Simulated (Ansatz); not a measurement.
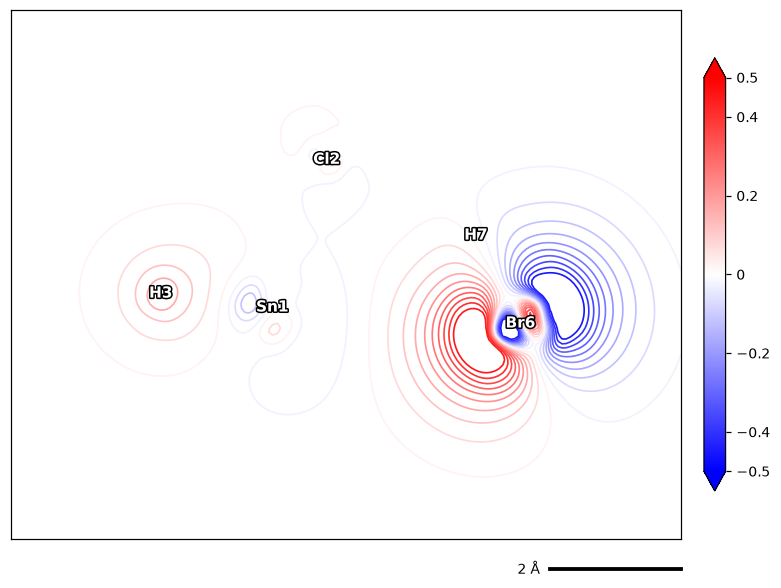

The picture shows: ClH₃Sn···HBr. The HOMO−1 on the plane of atoms Cl2, Sn1 and H3 (values in Å⁻³ᐟ²; the overall sign is arbitrary).

Core potentials replace the inner electrons of Sn; not at a stationary point (largest force 1.3 eV/Å).

Computed with Ansatz 0.2.0, RKS B3LYP/def2-SVP.

```xyz
7

Sn    0.2066    0.0000   -0.0651
Cl    0.3837    0.0000    2.3357
H     1.8487    0.0000   -0.5749
H    -0.5974    1.4457   -0.4966
H    -0.5974   -1.4457   -0.4966
Br   -3.3453    0.0000    1.2728
H    -2.1794    0.0000    2.2227
```

> Describe this orbital and give its energy.

By Hirshfeld shares it lies mainly on Br6 (about 90 %); largely a lone pair of Br6. Its energy is −8.11 eV.
